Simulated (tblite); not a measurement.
**Si$_{2}$H$_{4}$O$_{6}$: geometry relaxation (part 2 of 2)**

Si$_{2}$H$_{4}$O$_{6}$; GFN2-xTB geometry optimisation, gas phase (tblite 0.8.0). 

Geometry of the input (Å):
```
O  2.4658  0.1638  -1.0495
Si 1.1914  -0.5384  -0.2090
O  1.4266  -2.1656  0.3139
O  -0.2810  -0.4710  -1.1467
Si -0.9924  0.4065  0.1323
O  -1.5151  1.9435  -0.3970
O  -2.2797  -0.5354  0.7931
O  0.4467  0.3881  1.0157
H  2.4906  1.1459  -0.9630
H  1.0948  -2.1903  1.2391
H  -1.1490  2.6288  0.1992
H  -2.9300  -0.7557  0.0636
```

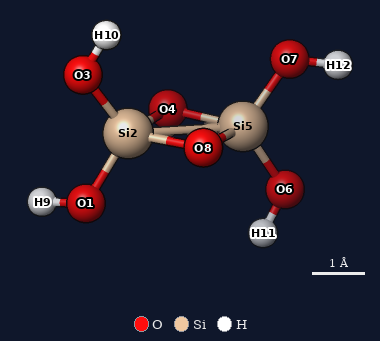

*The geometry at step 119 of the log (ball-and-stick view, seen at a tilt; atoms are numbered from 1 in the order of the input).*

**Trajectory as extended XYZ, continued**
```
12
Properties=species:S:1:pos:R:3:forces:R:3 step=70 energy=-823.11037
O     2.4704    0.4253   -0.4699   -0.0040  -0.0010  -0.0160
Si    1.1909   -0.4359   -0.0351    0.0060   0.0150   0.0740
O     1.6542   -1.9317    0.2955    0.0350  -0.0420  -0.0180
O    -0.0960   -0.2680   -1.0772   -0.0370  -0.0030   0.0120
Si   -1.0355    0.3434    0.1526    0.0010  -0.0110  -0.0090
O    -1.6322    1.8103   -0.1411    0.0340   0.0060  -0.0150
O    -2.2032   -0.6428    0.6374   -0.0870   0.0080  -0.0450
O     0.2644    0.2510    1.1657   -0.0110   0.0310  -0.0020
H     2.4392    0.8798   -1.3075    0.0220   0.0190  -0.0250
H     1.0581   -2.5085    0.7687   -0.0150   0.0070  -0.0050
H    -1.0408    2.5126   -0.4019   -0.0150  -0.0190   0.0180
H    -3.1006   -0.4153    0.4046    0.0710  -0.0110   0.0300
12
Properties=species:S:1:pos:R:3:forces:R:3 step=77 energy=-823.11429
O     2.4606    0.4667   -0.4477    0.0080   0.0170   0.0030
Si    1.2026   -0.4231   -0.0060   -0.0100   0.0040  -0.0220
O     1.6779   -1.9193    0.3134   -0.0240  -0.0020   0.0300
O    -0.0761   -0.2978   -1.0725   -0.0260  -0.0070  -0.0140
Si   -1.0418    0.3187    0.1219    0.0070   0.0060   0.0350
O    -1.6287    1.7887   -0.1793   -0.0120  -0.0440   0.0240
O    -2.2210   -0.6736    0.5671   -0.0990   0.0420  -0.0270
O     0.2446    0.2558    1.1682   -0.0170   0.0080  -0.0370
H     2.4471    0.8752   -1.3105    0.0020  -0.0280   0.0170
H     1.0440   -2.5153    0.7096    0.0420  -0.0010  -0.0110
H    -1.0225    2.4939   -0.3896    0.0140   0.0270  -0.0030
H    -3.1182   -0.3498    0.5171    0.1170  -0.0240   0.0050
12
Properties=species:S:1:pos:R:3:forces:R:3 step=84 energy=-823.11618
O     2.4549    0.4832   -0.4251   -0.0090   0.0350  -0.0240
Si    1.1986   -0.4186   -0.0041    0.0040  -0.0130   0.0000
O     1.6972   -1.9052    0.3239   -0.0260  -0.0350   0.0190
O    -0.0775   -0.3179   -1.0792   -0.0040   0.0020   0.0070
Si   -1.0523    0.3057    0.1022    0.0030   0.0120   0.0160
O    -1.6379    1.7781   -0.1886    0.0170   0.0110  -0.0100
O    -2.2453   -0.6823    0.5200   -0.1080   0.0730  -0.0120
O     0.2293    0.2622    1.1565   -0.0100  -0.0220   0.0020
H     2.4748    0.8601   -1.3018    0.0000  -0.0300   0.0130
H     1.0734   -2.5344    0.6832    0.0290   0.0380  -0.0140
H    -1.0284    2.4872   -0.3796   -0.0150  -0.0010   0.0050
H    -3.1182   -0.2980    0.5843    0.1190  -0.0710  -0.0040
12
Properties=species:S:1:pos:R:3:forces:R:3 step=91 energy=-823.11796
O     2.4314    0.5161   -0.4096   -0.0140   0.0330  -0.0500
Si    1.1959   -0.4183    0.0053    0.0010   0.0270   0.0370
O     1.7185   -1.8951    0.3445   -0.0210   0.0050  -0.0260
O    -0.0756   -0.3359   -1.0768   -0.0020   0.0210  -0.0020
Si   -1.0565    0.3084    0.0869   -0.0190  -0.0270  -0.0110
O    -1.6360    1.7837   -0.2018    0.0390  -0.0050   0.0040
O    -2.2627   -0.6807    0.4584   -0.0200  -0.0150   0.0250
O     0.2147    0.2588    1.1573   -0.0270  -0.0110  -0.0100
H     2.4848    0.8234   -1.3123    0.0100  -0.0440   0.0390
H     1.0931   -2.5457    0.6577    0.0040   0.0100   0.0080
H    -1.0236    2.4987   -0.3565    0.0000   0.0090  -0.0010
H    -3.1152   -0.2932    0.6386    0.0480  -0.0040  -0.0120
12
Properties=species:S:1:pos:R:3:forces:R:3 step=98 energy=-823.12213
O     2.3882    0.5762   -0.3882   -0.0250   0.0060  -0.0020
Si    1.1884   -0.4080    0.0209   -0.0020   0.0120  -0.0130
O     1.7332   -1.8848    0.3265    0.0270   0.0260  -0.0210
O    -0.0712   -0.3279   -1.0807   -0.0160  -0.0040  -0.0150
Si   -1.0660    0.3036    0.0710    0.0050   0.0080   0.0190
O    -1.6316    1.7875   -0.1996    0.0000   0.0070   0.0040
O    -2.2777   -0.6849    0.4240   -0.0140   0.0250  -0.0040
O     0.1849    0.2267    1.1697    0.0290   0.0380  -0.0050
H     2.5198    0.7428   -1.3190    0.0410  -0.0280   0.0210
H     1.1305   -2.5513    0.6489   -0.0270   0.0100   0.0010
H    -1.0312    2.5128   -0.3579    0.0190  -0.0670   0.0130
H    -3.0985   -0.2725    0.6762   -0.0380  -0.0330   0.0020
12
Properties=species:S:1:pos:R:3:forces:R:3 step=105 energy=-823.13018
O     2.3459    0.6332   -0.3827   -0.0080   0.0380  -0.0940
Si    1.1718   -0.3813    0.0229    0.0240  -0.0190  -0.0610
O     1.7459   -1.8541    0.2979   -0.0430  -0.0240   0.0790
O    -0.0924   -0.3424   -1.0782    0.0250  -0.0270  -0.0160
Si   -1.0888    0.2956    0.0615   -0.0050   0.0350   0.0090
O    -1.6318    1.7850   -0.2102    0.0260   0.0890   0.0040
O    -2.3097   -0.6874    0.3862   -0.0600  -0.0280   0.0730
O     0.1669    0.2516    1.1657   -0.0050  -0.0650  -0.0070
H     2.5999    0.6507   -1.3040    0.0500  -0.0130   0.0820
H     1.1556   -2.5287    0.6305    0.0270   0.0350  -0.0390
H    -0.9880    2.4821   -0.3184   -0.0370   0.0180  -0.0120
H    -3.1066   -0.2842    0.7206    0.0060  -0.0390  -0.0170
12
Properties=species:S:1:pos:R:3:forces:R:3 step=112 energy=-823.14083
O     2.2764    0.7064   -0.4396    0.4010  -0.1450  -0.6420
Si    1.1416   -0.3592   -0.0486   -0.0290  -0.0120   0.0050
O     1.7652   -1.8127    0.2382   -0.0330  -0.0250   0.0070
O    -0.1587   -0.3361   -1.1039    0.0380  -0.0380  -0.0090
Si   -1.1319    0.2894    0.0702    0.0380   0.0180   0.0100
O    -1.6428    1.7992   -0.1622    0.0470   0.0220  -0.0170
O    -2.3512   -0.6922    0.4145   -0.0080   0.0290   0.0380
O     0.1540    0.2162    1.1365   -0.0230   0.0460   0.0490
H     2.8419    0.5120   -1.2058   -0.4510   0.1220   0.6600
H     1.2118   -2.4667    0.6622    0.0250   0.0130  -0.0710
H    -0.9748    2.4692   -0.3052   -0.0890  -0.0240   0.0050
H    -3.1627   -0.3053    0.7353    0.0850  -0.0040  -0.0360
12
Properties=species:S:1:pos:R:3:forces:R:3 step=119 energy=-823.15458
O     2.2612    0.7114   -0.4617   -0.0130   0.0490  -0.0180
Si    1.1375   -0.3596   -0.0598    0.0430  -0.0060   0.0300
O     1.7647   -1.8114    0.2202   -0.0020  -0.0300   0.0240
O    -0.1673   -0.3521   -1.1018   -0.0310   0.0570   0.0520
Si   -1.1252    0.2897    0.0817   -0.0230   0.0160  -0.0150
O    -1.6480    1.7947   -0.1530   -0.0120  -0.0130  -0.0350
O    -2.3350   -0.6945    0.4508   -0.0230   0.0480   0.0240
O     0.1642    0.2226    1.1380    0.0270   0.0220  -0.0420
H     2.8727    0.4949   -1.1605    0.0060  -0.0440   0.0320
H     1.2047   -2.4590    0.6433    0.0190  -0.0440  -0.0480
H    -1.0014    2.4782   -0.3212   -0.0320  -0.0360   0.0080
H    -3.1594   -0.2948    0.7159    0.0420  -0.0180  -0.0130
12
Properties=species:S:1:pos:R:3:forces:R:3 step=126 energy=-823.16771
O     2.2415    0.7226   -0.5006    0.0360  -0.0050  -0.0230
Si    1.1297   -0.3472   -0.0640    0.0030   0.0010   0.0080
O     1.7785   -1.7944    0.1975    0.0110  -0.0030   0.0250
O    -0.1927   -0.3567   -1.0805    0.0020   0.0190  -0.0210
Si   -1.1330    0.3054    0.1039    0.0030  -0.0170  -0.0020
O    -1.6843    1.7949   -0.1595    0.0120  -0.0170  -0.0190
O    -2.3226   -0.6877    0.5122   -0.0670   0.0600   0.0450
O     0.1790    0.2711    1.1338   -0.0160  -0.0290   0.0020
H     2.9534    0.4195   -1.0575    0.0210  -0.0010   0.0190
H     1.2318   -2.4939    0.5495   -0.0170   0.0320  -0.0370
H    -1.0447    2.4782   -0.3521   -0.0310  -0.0070   0.0000
H    -3.1679   -0.2915    0.7090    0.0430  -0.0330   0.0030
12
Properties=species:S:1:pos:R:3:forces:R:3 step=133 energy=-823.17534
O     2.2559    0.7186   -0.5416    0.0310  -0.0120  -0.0300
Si    1.1326   -0.3305   -0.0829    0.0010   0.0100  -0.0010
O     1.7824   -1.7797    0.1698   -0.0330  -0.0180   0.0080
O    -0.2100   -0.3463   -1.0676   -0.0210   0.0040   0.0050
Si   -1.1329    0.3100    0.1420    0.0000   0.0030  -0.0030
O    -1.7171    1.7779   -0.1645    0.0020   0.0180   0.0050
O    -2.3045   -0.6617    0.6461   -0.0340   0.0070  -0.0130
O     0.2016    0.2912    1.1335    0.0060  -0.0080   0.0010
H     3.0443    0.3679   -0.9488   -0.0260   0.0170   0.0330
H     1.2087   -2.4921    0.4445    0.0110   0.0120  -0.0010
H    -1.1044    2.4669   -0.4134   -0.0100  -0.0160  -0.0070
H    -3.1879   -0.3019    0.6746    0.0730  -0.0160   0.0020
12
Properties=species:S:1:pos:R:3:forces:R:3 step=140 energy=-823.17616
O     2.2567    0.7157   -0.5580   -0.0020   0.0010  -0.0070
Si    1.1325   -0.3277   -0.0891    0.0000  -0.0040  -0.0040
O     1.7726   -1.7810    0.1634    0.0200   0.0030  -0.0170
O    -0.2172   -0.3355   -1.0626    0.0180   0.0110  -0.0020
Si   -1.1279    0.3173    0.1585   -0.0090  -0.0130  -0.0030
O    -1.7252    1.7792   -0.1507    0.0190   0.0130   0.0060
O    -2.2925   -0.6604    0.6672   -0.0260   0.0120   0.0040
O     0.2143    0.2940    1.1384   -0.0360   0.0130  -0.0210
H     3.0623    0.3618   -0.9241    0.0050  -0.0050   0.0140
H     1.1962   -2.4937    0.4285   -0.0190  -0.0080   0.0150
H    -1.1230    2.4615   -0.4404   -0.0080  -0.0040   0.0020
H    -3.1800   -0.3110    0.6605    0.0370  -0.0200   0.0150
12
Properties=species:S:1:pos:R:3:forces:R:3 step=147 energy=-823.17745
O     2.2582    0.7099   -0.5746    0.0490  -0.0140  -0.0260
Si    1.1289   -0.3274   -0.1050    0.0020   0.0230  -0.0140
O     1.7601   -1.7866    0.1411   -0.0240   0.0180  -0.0020
O    -0.2214   -0.3111   -1.0764    0.0100  -0.0220   0.0080
Si   -1.1284    0.3247    0.1576    0.0080  -0.0060   0.0150
O    -1.7332    1.7858   -0.1399   -0.0110  -0.0220   0.0060
O    -2.2745   -0.6646    0.6857    0.0150  -0.0030  -0.0170
O     0.2174    0.2946    1.1289    0.0020  -0.0050  -0.0020
H     3.0903    0.3536   -0.8756   -0.0390   0.0070   0.0250
H     1.1785   -2.4863    0.4303    0.0030  -0.0030   0.0020
H    -1.1401    2.4598   -0.4636    0.0100   0.0230  -0.0020
H    -3.1671   -0.3323    0.6830   -0.0250   0.0030   0.0080
12
Properties=species:S:1:pos:R:3:forces:R:3 step=154 energy=-823.17839
O     2.2658    0.7050   -0.5925   -0.0180  -0.0040  -0.0130
Si    1.1266   -0.3197   -0.1175    0.0030   0.0010   0.0100
O     1.7523   -1.7803    0.1351    0.0100   0.0110  -0.0020
O    -0.2260   -0.3110   -1.0834    0.0090   0.0080   0.0000
Si   -1.1321    0.3262    0.1514    0.0110   0.0000  -0.0050
O    -1.7399    1.7869   -0.1423   -0.0260  -0.0170   0.0020
O    -2.2692   -0.6759    0.6750   -0.0030   0.0110  -0.0120
O     0.2175    0.3083    1.1168    0.0210  -0.0120   0.0020
H     3.1145    0.3408   -0.8272   -0.0030  -0.0080   0.0060
H     1.1716   -2.4851    0.4131   -0.0140   0.0090   0.0050
H    -1.1526    2.4663   -0.4665    0.0040  -0.0080   0.0090
H    -3.1597   -0.3413    0.7298    0.0050   0.0100  -0.0010
12
Properties=species:S:1:pos:R:3:forces:R:3 step=161 energy=-823.17926
O     2.2658    0.7052   -0.6060    0.0140  -0.0120  -0.0080
Si    1.1291   -0.3177   -0.1230   -0.0060  -0.0050   0.0000
O     1.7522   -1.7777    0.1377    0.0040  -0.0010   0.0010
O    -0.2198   -0.3097   -1.0948   -0.0020   0.0030  -0.0020
Si   -1.1327    0.3192    0.1360   -0.0040   0.0020   0.0030
O    -1.7468    1.7801   -0.1413   -0.0010   0.0030  -0.0060
O    -2.2767   -0.6886    0.6329   -0.0240   0.0070   0.0040
O     0.2147    0.3042    1.1089   -0.0030   0.0030   0.0020
H     3.1228    0.3397   -0.8076   -0.0070   0.0070   0.0040
H     1.1648   -2.4753    0.4208    0.0020   0.0010   0.0010
H    -1.1592    2.4654   -0.4528   -0.0040  -0.0020   0.0080
H    -3.1456   -0.3247    0.7809    0.0310  -0.0070  -0.0070
12
Properties=species:S:1:pos:R:3:forces:R:3 step=167 energy=-823.17936
O     2.2673    0.7012   -0.6134    0.0000   0.0020  -0.0060
Si    1.1280   -0.3175   -0.1279    0.0030   0.0010   0.0010
O     1.7497   -1.7774    0.1366    0.0000  -0.0030   0.0020
O    -0.2203   -0.3078   -1.1001    0.0020   0.0030   0.0000
Si   -1.1336    0.3200    0.1305   -0.0020  -0.0020  -0.0020
O    -1.7523    1.7795   -0.1442    0.0010   0.0010   0.0020
O    -2.2747   -0.6933    0.6227   -0.0050   0.0020   0.0020
O     0.2140    0.3074    1.1035   -0.0010   0.0020  -0.0030
H     3.1304    0.3383   -0.7906    0.0010  -0.0020   0.0010
H     1.1610   -2.4738    0.4197    0.0020  -0.0020   0.0020
H    -1.1656    2.4688   -0.4481   -0.0020   0.0010   0.0030
H    -3.1352   -0.3253    0.8028    0.0000  -0.0020  -0.0030
```
